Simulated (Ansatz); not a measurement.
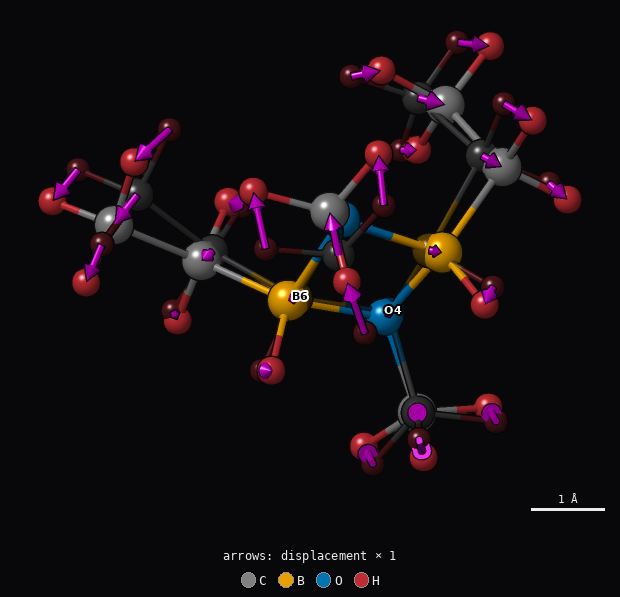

A relaxation of C$_{6}$H$_{18}$B$_{2}$O$_{2}$ (coarse preliminary run). The starting structure is drawn faded, the final one solid; purple arrows show the displacements, at their true length. The two geometries are superimposed by the best rigid fit.

The picture is a ball-and-stick view, seen at a tilt.

The start comes from a force field.

Theory: Ansatz 0.2.0, RKS PBE-D4/def2-SVP. (force threshold 0.03 eV/Å; at most 200 steps)

Q: Atoms of which element are displaced furthest, and by how much?

A: Hydrogen: up to 0.84 Å, against 0.61 Å for carbon.

Q: What happened in the run?

A: An H atom moves most after the best rigid fit: 0.84 Å. By element the largest moves are H 0.84 Å, C 0.61 Å, B 0.19 Å, O 0.10 Å. Some distances before and after: B–O 1.420 → 1.569 Å, C–H 0.996 → 1.110 Å, B–O 1.478 → 1.569 Å, B–C 1.652 → 1.592 Å. Among the angles between lasting bonds that change: C–O–B 106.3° → 120.7°, C–B–H 105.2° → 117.9°, B–O–C 109.8° → 120.6°. The energy falls by 184.6 kJ/mol in 10 accepted moves (11 points after the start). Largest force component: 6.5 eV/Å at the start, 0.013 eV/Å at the end. The line search rejected the trial step at point 3 of the run.
